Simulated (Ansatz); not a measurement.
## How far to go with the k-point mesh: Sr2GaSi (Amm2, 4 atoms in the cell)

```xyz
4
Lattice="4.2436 0.0000 0.0000 0.0000 2.3685 5.9091 0.0000 -2.3685 5.9091" Properties=species:S:1:pos:R:3 pbc="T T T"
Sr     2.1218     0.0000     7.6047
Sr     0.0000     0.0000     4.2401
Ga     2.1218     0.0000    11.0902
Si     0.0000     0.0000     0.7515
```

Computed with LDA (PW92), default PAW files made with PBE (plane waves; Ansatz, an electronic-structure program).

Base settings: basis.ecutwfc = 420 eV; kpoints.mp_grid.grid = 8 8 8; hamiltonian.xc = lda; hamiltonian.pseudopotentials = {kind: paw} (the program's default PAW files); scf.occupations.method = gaussian; scf.occupations.width = 0.1 eV.

The second cell is the first with its lattice scaled by 0.98.

Only quantities that move along the ladder and can be compared are tabulated.

The count of work is k-points × plane waves × bands × iterations; it is no time. Core times come from one kind of shared machine, to one figure; runs under 30 s give none.

The starting cell comes from a database of computed structures (which also holds hypothetical and non-ambient phases and stackings), without a prior relaxation at this level. Its lattice was rescaled by up to half a per cent. One atom was moved a little off its site on purpose. In the base run, with a pressure of about -3 GPa the cell is away from its equilibrium volume at this level. Ansatz's pressure includes its estimate of the finite-basis (Pulay) stress.

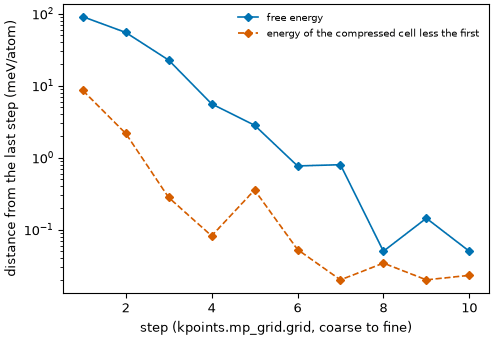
*Distance from the last step along the ladder; very small values are drawn at a floor.*

```tsv
kpoints.mp_grid.grid	free energy less the last step's (meV/atom)	energy of the compressed cell less the first (meV/atom)	pressure (GPa)	largest difference of a force vector from the last step's (eV/Å)	count of work / last	core time / last (rough)
2 2 2	90.50	-31.72	-3.91	0.260	0.0091	–
3 3 3	54.69	-21.00	-2.97	0.066	0.012	–
4 3 3	22.58	-22.89	-3.14	0.037	0.018	–
5 5 5	5.57	-23.25	-3.19	0.012	0.041	–
6 6 6	2.81	-22.81	-3.16	0.016	0.079	–
8 7 7	0.77	-23.11	-3.18	0.008	0.12	–
8 8 8	0.80	-23.17	-3.19	0.004	0.16	–
10 10 10	0.04	-23.13	-3.18	0.002	0.28	0.3
12 12 12	0.14	-23.14	-3.19	0.001	0.46	0.4
15 15 15	-0.01	-23.14	-3.19	0.002	0.78	0.7
17 16 16	0.00	-23.16	-3.19	0.000	1.0	1
```

Coarsest kpoints.mp_grid.grid that holds the pressure within 0.5 GPa of the last step, with all finer ones: 3 3 3, at 0.012 of the last step's count of work; the step before is off by 0.72 GPa.

Coarsest kpoints.mp_grid.grid that holds the forces within 0.01 eV/Å of the last step, with all finer ones: 8 7 7, at 0.12 of the last step's count of work; the step before is off by 0.016 eV/Å.

Coarsest kpoints.mp_grid.grid that holds the free energy within 2 meV/atom of the last step, with all finer ones: 8 7 7, at 0.12 of the last step's count of work; the step before is off by 2.8 meV/atom.

The energy difference between the two cells stays within 1 meV/atom of the last step's from 4 3 3 on, the total only from 8 7 7 on: much of the error is common to both cells and cancels.

Keys are those of Ansatz 0.2.
